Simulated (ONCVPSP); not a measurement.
# H, ONCV: a sweep of the scale of all radii

One potential is built and tested. Then the scale of all radii is changed, to learn what it costs or gains.

Method: ONCVPSP 4.0.1, PBE, scalar-relativistic.

**1. The design**

Typed settings, in words:

```
element                 : hydrogen (H, Z = 1)
type                    : optimised norm-conserving Vanderbilt (ONCV)
frozen core             : none
valence charge          : 1
reference configuration : 1s1
partial waves           : 1s: rc 1.25 bohr, ncon 4, nbas 8, qcut 6.8 1/bohr, 2 projectors, debl 1 Ha; p scattering state at 0.41 Ha: rc 1.10 bohr, ncon 4, nbas 8, qcut 5.9 1/bohr, local
local potential         : the p channel
core correction         : not asked for
```

An earlier all-electron run gives the scale for the radii.

All-electron outer shells of the reference configuration (PBE, scalar-relativistic, ld1.x):

```
shell  level (eV)  outermost node (bohr)  outermost maximum (bohr)
   1s       -6.49                      –                      1.03
```

**2. Generation of the first potential**

H.dat reads:

```
# ATOM AND REFERENCE CONFIGURATION
# atsym  z   nc   nv     iexc    psfile
  H 1.00    0    1        4      upf
#
#   n    l    f
    1    0    1.00
#
# PSEUDOPOTENTIAL AND OPTIMIZATION
# lmax
    1
#
#   l,   rc,      ep,       ncon, nbas, qcut
    0    1.25    0.00    4    8    6.80
    1    1.10    0.41    4    8    5.90
#
# LOCAL POTENTIAL
# lloc, lpopt,  rc(5),   dvloc0
    1    5    1.10    0.00
#
# VANDERBILT-KLEINMAN-BYLANDER PROJECTORs
# l, nproj, debl
    0    2    1.00
    1    0    2.30
#
# MODEL CORE CHARGE
# icmod, fcfact, rcfact
    0    0.00    0.00
#
# LOG DERIVATIVE ANALYSIS
# epsh1, epsh2, depsh
   -2.00    5.00    0.02
#
# OUTPUT GRID
# rlmax, drl
    6.00    0.01
#
# TEST CONFIGURATIONS
# ncnf
    1
# nvcnf
#   n    l    f
    1
    1    0    0.50
#
```

Command:

```
oncvpsp.x < H.dat > H.out
```

The output, H.out (without the consistency checks and plot data):

```text
ONCVPSP  (Optimized Norm-Conservinng Vanderbilt PSeudopotential)
scalar-relativistic version 4.0.1

#   n    l    f        energy (Ha)
    1    0    1.00    -2.3860194E-01

Reference configufation results
  iterations    22
  all-electron total energy (Ha)   -4.58934602D-01

Begin loop to  construct optimized pseudo wave functions
and semi-local pseudopoentials for all angular momenta

   Wellstate for l =  0  n =  2
     eigenvalue =   0.7614
     asymptotic potential =   1.2614
     half-point radius =  3.1562

Calculating optimized projector #   1

 for l=   0

    Fraction of norm inside rc  0.416799
    Optimizing pswf for qcut=   6.80 a_B^-1,  ecut=  23.09 Ha
    Residual kinetic energy error=  2.40D-05 Ha

    Energy error per electron        Cutoff
         Ha          eV             Ha
         0.01000     0.27211        7.51
         0.00100     0.02721       14.02
         0.00010     0.00272       19.57
         0.00001     0.00027       37.48

Calculating optimized projector #   2

 for l=   0

    Fraction of norm inside rc  0.199690
    Optimizing pswf for qcut=   6.80 a_B^-1,  ecut=  23.09 Ha
    Residual kinetic energy error=  4.24D-05 Ha

    Energy error per electron        Cutoff
         Ha          eV             Ha
         0.01000     0.27211        8.56
         0.00100     0.02721       15.32
         0.00010     0.00272       21.14
         0.00001     0.00027       33.83

   Wellstate for l =  1  n =  2
     eigenvalue =   0.4100
     asymptotic potential =   0.9100
     half-point radius =  3.4621

Calculating optimized projector #   1

 for l=   1

    Fraction of norm inside rc  0.041678
    Optimizing pswf for qcut=   5.88 a_B^-1,  ecut=  17.31 Ha
    Residual kinetic energy error=  1.39D-05 Ha

    Energy error per electron        Cutoff
         Ha          eV             Ha
         0.01000     0.27211        2.02
         0.00100     0.02721        4.84
         0.00010     0.00272       10.95
         0.00001     0.00027       18.59

Construct Vanderbilt / Kleinmman-Bylander projectors

B matrix Hermiticity error, ll=   0
   1   2    1.8585E-05

  Orthonormal projector coefficients -1.4560E+00 -3.1358E-01

Pseudoatom total energy   -0.458338

Diagnostic tests using Vanderbilt-Kleinman-Bylander pseudopotentials
  1 or more projectors used as specified by nproj input data

   l    rcore       rmatch      e in        delta e   norm test  slope test

   0   1.2512710   1.2892623  -0.2386019  -0.0000016   1.0000094   1.0000196
   0   1.2512710   1.2892623   0.7613981  -0.0000003   1.0000421   1.0000421

   1   1.1035545   1.1370608   0.4100000   0.0000030   1.0000003   1.0000003

 Testing for bound ghosts
   n   l    E NL Schr. Eq   E Basis Diag.   E Cutoff

   1   0       -0.238604       -0.204921    166.62

 Testing for highly-localized positive-energy ghosts
       l    <radius>/rc     E Basis Diag.   E Cutoff

Test configuration 0

   n   l     f        eae           eps        diff
   1   0  1.0000   -0.23860194   -0.23860358   -1.64D-06

    Total energies and differences
      AE_ref= -4.58934602D-01  AE_tst= -4.58934602D-01  dif=  0.00D+00
      PS_ref= -4.58338313D-01  PS_tst= -4.58338313D-01  dif= -4.44D-16
      PSP excitation error=  4.44D-16

Test configuration 1

   n   l     f        eae           eps        diff
   1   0  0.5000   -0.46601318   -0.46557813    4.35D-04

    Total energies and differences
      AE_ref= -4.58934602D-01  AE_tst= -2.83946893D-01  dif=  1.75D-01
      PS_ref= -4.58338313D-01  PS_tst= -2.83432890D-01  dif=  1.75D-01
      PSP excitation error=  8.23D-05
```

It took 1.3 s on 1 thread, shared host.

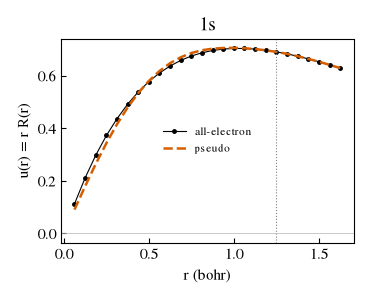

All-electron and pseudo partial waves (1s), with the matching radii dotted. The curves join 26 sampled radii.

**3. The configuration tests of the same run**

Excitation and ionisation energies from 1s1, with the error of the potential.

```csv
valence configuration,charge,ΔE all-electron (eV),error AE − PS (meV)
1s0.5,+0.5,4.762,+2.2
```

**4. Does it scatter like the atom?**

Taken from the files of the generation run. The phase is arctan(r·R′/R) of the radial function R, unwrapped, with energies in Ha. A pole is an energy at which the radial function vanishes at the test radius. The pseudo phase is shifted by a multiple of π to meet the all-electron one at the reference energy. Levels narrower than the energy grid can be missing from the poles. The last column is the largest difference on the grid between −0.5 and +0.5 Ha.

| channel | radius (bohr) | reference (Ha) | poles AE | poles PS | window around the reference with phases within 0.05 rad (Ha) | largest difference near zero (rad) |
| --- | --- | --- | --- | --- | --- | --- |
| s | 1.27 | -0.24 | 1.30 | 1.30 | the whole range | 0.000 |
| p | 1.12 | 0.41 | none | none | the whole range | 0.000 |

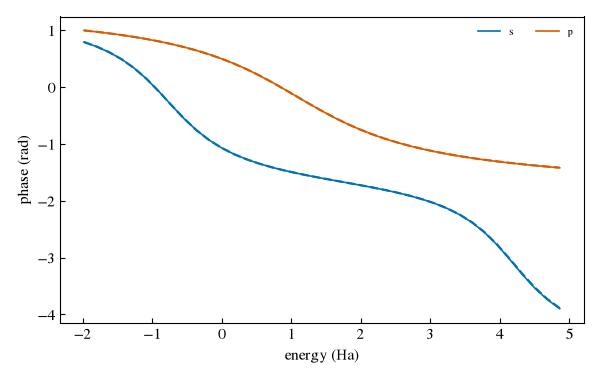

Phases by channel: all-electron solid, pseudo dashed.

**5. Convergence and ghost test**

Read off the output, the cutoffs (Ha) at which the residual kinetic energy of the hardest occupied pseudo-wave falls to 1 and 0.1 mHa per electron: 14 Ha and 20 Ha.

The program's own ghost test: no bound ghost flagged; no localised positive-energy state flagged.

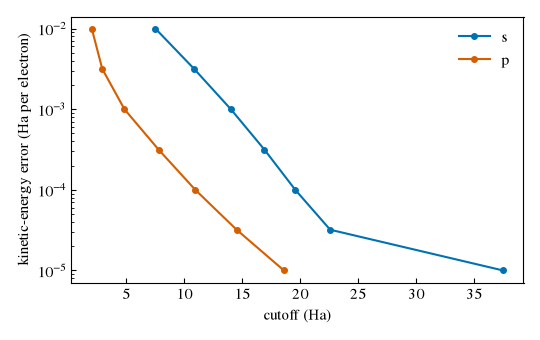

Convergence profile of the first projector's wave in each channel.

**6. Changed: scale of all radii = 0.77**

Edit H.dat of step 2 so:

```diff
@@ -12,4 +12,4 @@
 #   l,   rc,      ep,       ncon, nbas, qcut
-    0    1.25    0.00    4    8    6.80
-    1    1.10    0.41    4    8    5.90
+    0    0.96    0.00    4    8    6.80
+    1    0.84    0.41    4    8    5.90
 #
@@ -17,3 +17,3 @@
 # lloc, lpopt,  rc(5),   dvloc0
-    1    5    1.10    0.00
+    1    5    0.84    0.00
 #
```

Command:

```
oncvpsp.x < H.dat > H.out
```

Output in H.out (without the consistency checks and plot data):

```text
ONCVPSP  (Optimized Norm-Conservinng Vanderbilt PSeudopotential)
scalar-relativistic version 4.0.1

[... all-electron levels as in step 2 ...]

Begin loop to  construct optimized pseudo wave functions
and semi-local pseudopoentials for all angular momenta

   Wellstate for l =  0  n =  2
     eigenvalue =   0.7614
     asymptotic potential =   1.2614
     half-point radius =  3.2000

Calculating optimized projector #   1

 for l=   0

    Fraction of norm inside rc  0.274918
    Optimizing pswf for qcut=   6.79 a_B^-1,  ecut=  23.08 Ha
    Residual kinetic energy error=  2.58D-04 Ha

    Energy error per electron        Cutoff
         Ha          eV             Ha
         0.01000     0.27211        8.71
         0.00100     0.02721       17.65
         0.00010     0.00272       42.78
         0.00001     0.00027      170.25

Calculating optimized projector #   2

 for l=   0

    Fraction of norm inside rc  0.157866
    Optimizing pswf for qcut=   6.79 a_B^-1,  ecut=  23.08 Ha
    Residual kinetic energy error=  2.79D-04 Ha

    Energy error per electron        Cutoff
         Ha          eV             Ha
         0.01000     0.27211        9.31
         0.00100     0.02721       18.21
         0.00010     0.00272       27.18
         0.00001     0.00027       96.57

   Wellstate for l =  1  n =  2
     eigenvalue =   0.4100
     asymptotic potential =   0.9100
     half-point radius =  3.5760

Calculating optimized projector #   1

 for l=   1

    Fraction of norm inside rc  0.013248
    Optimizing pswf for qcut=   5.91 a_B^-1,  ecut=  17.48 Ha
    Residual kinetic energy error=  2.99D-05 Ha

    Energy error per electron        Cutoff
         Ha          eV             Ha
         0.01000     0.27211        2.03
         0.00100     0.02721        4.88
         0.00010     0.00272       12.07
         0.00001     0.00027       23.67

Construct Vanderbilt / Kleinmman-Bylander projectors

B matrix Hermiticity error, ll=   0
   1   2    1.6254E-05

  Orthonormal projector coefficients -7.6387E+00 -1.0612E+00

Pseudoatom total energy   -0.458655

Diagnostic tests using Vanderbilt-Kleinman-Bylander pseudopotentials
  1 or more projectors used as specified by nproj input data

   l    rcore       rmatch      e in        delta e   norm test  slope test

   0   0.9617013   0.9909007  -0.2386019  -0.0000026   1.0000075   0.9999596
   0   0.9617013   0.9909007   0.7613981   0.0000004   1.0000454   1.0000454

   1   0.8431108   0.8687094   0.4100000   0.0000057   1.0000003   1.0000003

 Testing for bound ghosts
   n   l    E NL Schr. Eq   E Basis Diag.   E Cutoff

   1   0       -0.238605       -0.131596    281.71

 Testing for highly-localized positive-energy ghosts
       l    <radius>/rc     E Basis Diag.   E Cutoff

Test configuration 0

   n   l     f        eae           eps        diff
   1   0  1.0000   -0.23860194   -0.23860456   -2.62D-06

    Total energies and differences
      AE_ref= -4.58934602D-01  AE_tst= -4.58934602D-01  dif=  0.00D+00
      PS_ref= -4.58655353D-01  PS_tst= -4.58655353D-01  dif=  1.17D-14
      PSP excitation error= -1.17D-14

Test configuration 1

   n   l     f        eae           eps        diff
   1   0  0.5000   -0.46601318   -0.46582335    1.90D-04

    Total energies and differences
      AE_ref= -4.58934602D-01  AE_tst= -2.83946893D-01  dif=  1.75D-01
      PS_ref= -4.58655353D-01  PS_tst= -2.83702527D-01  dif=  1.75D-01
      PSP excitation error=  3.49D-05
```

Run time: 1.5 s. Hardware: 1 thread, shared host.

Energies count from the reference configuration 1s1; the error is all-electron less pseudo.

```csv
valence configuration,charge,ΔE all-electron (eV),error AE − PS (meV)
1s0.5,+0.5,4.762,+0.9
```

Compared with the first run, the loose cutoff goes from 14 Ha to 18 Ha, the largest test error goes from +2.2 to +0.9 meV and there is no bound ghost.

**7. Now with scale of all radii = 1.33**

Edit H.dat of step 6 so:

```diff
@@ -12,4 +12,4 @@
 #   l,   rc,      ep,       ncon, nbas, qcut
-    0    0.96    0.00    4    8    6.80
-    1    0.84    0.41    4    8    5.90
+    0    1.66    0.00    4    8    6.80
+    1    1.46    0.41    4    8    5.90
 #
@@ -17,3 +17,3 @@
 # lloc, lpopt,  rc(5),   dvloc0
-    1    5    0.84    0.00
+    1    5    1.46    0.00
 #
```

Command:

```
oncvpsp.x < H.dat > H.out
```

The output, H.out (without the consistency checks and plot data):

```text
ONCVPSP  (Optimized Norm-Conservinng Vanderbilt PSeudopotential)
scalar-relativistic version 4.0.1

[... all-electron levels as in step 2 ...]

Begin loop to  construct optimized pseudo wave functions
and semi-local pseudopoentials for all angular momenta

   Wellstate for l =  0  n =  2
     eigenvalue =   0.7614
     asymptotic potential =   1.2614
     half-point radius =  3.0827

Calculating optimized projector #   1

 for l=   0

    Fraction of norm inside rc  0.597385
    Optimizing pswf for qcut=   6.81 a_B^-1,  ecut=  23.17 Ha
    Residual kinetic energy error=  3.39D-07 Ha

    Energy error per electron        Cutoff
         Ha          eV             Ha
         0.01000     0.27211        6.33
         0.00100     0.02721       11.23
         0.00010     0.00272       15.49
         0.00001     0.00027       18.84

Calculating optimized projector #   2

 for l=   0

    Fraction of norm inside rc  0.229784
    Optimizing pswf for qcut=   6.81 a_B^-1,  ecut=  23.17 Ha
    Residual kinetic energy error=  2.01D-06 Ha

    Energy error per electron        Cutoff
         Ha          eV             Ha
         0.01000     0.27211        7.85
         0.00100     0.02721       12.82
         0.00010     0.00272       17.02
         0.00001     0.00027       20.71

   Wellstate for l =  1  n =  2
     eigenvalue =   0.4100
     asymptotic potential =   0.9100
     half-point radius =  3.3103

Calculating optimized projector #   1

 for l=   1

    Fraction of norm inside rc  0.126124
    Optimizing pswf for qcut=   5.90 a_B^-1,  ecut=  17.42 Ha
    Residual kinetic energy error=  2.04D-06 Ha

    Energy error per electron        Cutoff
         Ha          eV             Ha
         0.01000     0.27211        2.00
         0.00100     0.02721        4.82
         0.00010     0.00272        9.67
         0.00001     0.00027       14.10

Construct Vanderbilt / Kleinmman-Bylander projectors

B matrix Hermiticity error, ll=   0
   1   2    1.8825E-05

  Orthonormal projector coefficients -9.1483E-01 -1.1986E-01

Pseudoatom total energy   -0.457667

Diagnostic tests using Vanderbilt-Kleinman-Bylander pseudopotentials
  1 or more projectors used as specified by nproj input data

   l    rcore       rmatch      e in        delta e   norm test  slope test

   0   1.6674562   1.7180838  -0.2386019  -0.0000007   1.0000095   1.0000139
   0   1.6674562   1.7180838   0.7613981   0.0000005   1.0000358   1.0000358

   1   1.4618367   1.5062212   0.4100000   0.0000015   1.0000003   1.0000003

 Testing for bound ghosts
   n   l    E NL Schr. Eq   E Basis Diag.   E Cutoff

   1   0       -0.238603       -0.231741     93.99

 Testing for highly-localized positive-energy ghosts
       l    <radius>/rc     E Basis Diag.   E Cutoff

Test configuration 0

   n   l     f        eae           eps        diff
   1   0  1.0000   -0.23860194   -0.23860267   -7.29D-07

    Total energies and differences
      AE_ref= -4.58934602D-01  AE_tst= -4.58934602D-01  dif=  0.00D+00
      PS_ref= -4.57666815D-01  PS_tst= -4.57666815D-01  dif=  3.89D-16
      PSP excitation error= -3.89D-16

Test configuration 1

   n   l     f        eae           eps        diff
   1   0  0.5000   -0.46601318   -0.46503677    9.76D-04

    Total energies and differences
      AE_ref= -4.58934602D-01  AE_tst= -2.83946893D-01  dif=  1.75D-01
      PS_ref= -4.57666815D-01  PS_tst= -2.82866808D-01  dif=  1.75D-01
      PSP excitation error=  1.88D-04
```

Run time: 1.2 s. Hardware: 1 thread, shared host.

Energies count from the reference configuration 1s1; the error is all-electron less pseudo.

```tsv
valence configuration	charge	ΔE all-electron (eV)	error AE − PS (meV)
1s0.5	+0.5	4.762	+5.1
```

Compared with the first run, the loose cutoff goes from 14 Ha to 11 Ha, the largest test error goes from +2.2 to +5.1 meV and there is no bound ghost.

**8. Comparison**

Cutoffs, loose and tight: the cutoffs (Ha) at which the residual kinetic energy of the hardest occupied pseudo-wave falls to 1 and 0.1 mHa per electron; empty and scattering waves don't count. The number of plane waves in a given cell goes as the cutoff to the power 3/2; it is given for the loose cutoff, relative to the first potential. Test errors are all-electron less pseudo. The phase difference is the largest within 0.5 Ha of zero, over the channels with partial waves. The table holds 8 more runs of the series, not printed above.

```csv
scale of all radii,outcome,"cutoff, loose","cutoff, tight","plane waves, relative",bound ghosts,largest test error (meV),phase difference near zero (rad)
0.77,generated,18 Ha,43 Ha,1.41,none,+0.9,0.000
0.85,generated,16 Ha,24 Ha,1.21,none,+1.3,0.000
0.89,generated,16 Ha,23 Ha,1.16,none,+1.5,0.000
0.94,generated,15 Ha,21 Ha,1.06,none,+1.9,0.000
1 (first),generated,14 Ha,20 Ha,1.00,none,+2.2,0.000
1.03,generated,14 Ha,19 Ha,0.97,none,+2.4,0.000
1.07,generated,13 Ha,18 Ha,0.93,none,+2.8,0.000
1.15,generated,13 Ha,17 Ha,0.86,none,+3.4,0.000
1.18,generated,12 Ha,17 Ha,0.82,none,+3.7,0.000
1.26,generated,12 Ha,16 Ha,0.77,none,+4.4,0.000
1.33,generated,11 Ha,15 Ha,0.72,none,+5.1,0.000
```

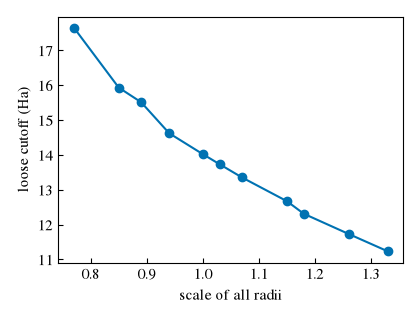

The series at a glance.

In words: As the scale of all radii grows from 0.77 to 1.33, the loose cutoff falls from 18 Ha to 11 Ha.

The first potential by itself. By total energies transferability is very good: the largest error is 2.2 meV on 4.8 eV, for 1s0.5. By its cutoff, 14 Ha for the looser tolerance, it is soft on the atom at that tolerance. The program's ghost test flags no bound state.
